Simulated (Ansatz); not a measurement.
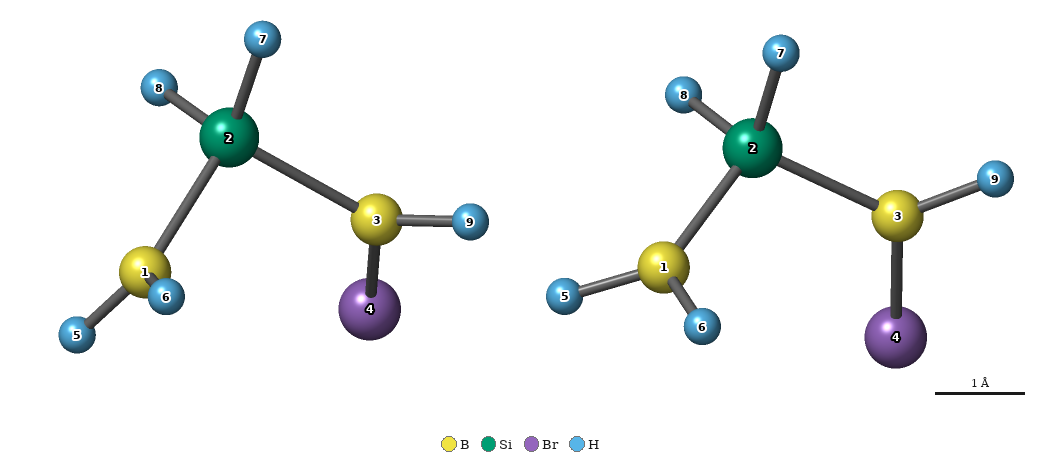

Two geometries of B$_{2}$SiH$_{5}$Br, drawn at one scale. One is the start of a relaxation, the other its converged end. The picture is a ball-and-stick view, seen at a tilt.

Theory: Ansatz 0.2.0, UKS B3LYP-D4/def2-SVP. Set-up: collinear spin; force threshold 0.02 eV/Å; at most 50 steps.

Which one is relaxed?

The left one is the relaxed one. The run prepares an end point of a later path (hydrogen shift) calculation, from a guessed geometry. The energy falls by 8.00 kcal/mol in 8 accepted moves (10 points after the start). Largest force component: 2.4 eV/Å at the start, 0.01 eV/Å at the end. The line search rejected the trial steps at points 5, 8 of the run. H5 moves most after the best rigid fit: 0.58 Å. By element the largest moves are H 0.58 Å, Br 0.44 Å, Si 0.13 Å, B 0.10 Å. Near-neighbour distances that change, for instance: B1–Si2 1.877 → 2.015 Å, Si2–B3 1.936 → 2.025 Å, Si2–H8 1.449 → 1.495 Å, B3–H9 1.248 → 1.203 Å. Bond angles that change, for instance: B1–Si2–B3 109.4° → 101.5°, Si2–B3–H9 119.4° → 124.3°, B1–Si2–H7 108.8° → 112.8°. Groups turn about B1–Si2 by about 30°, Si2–B3 by about 25°.
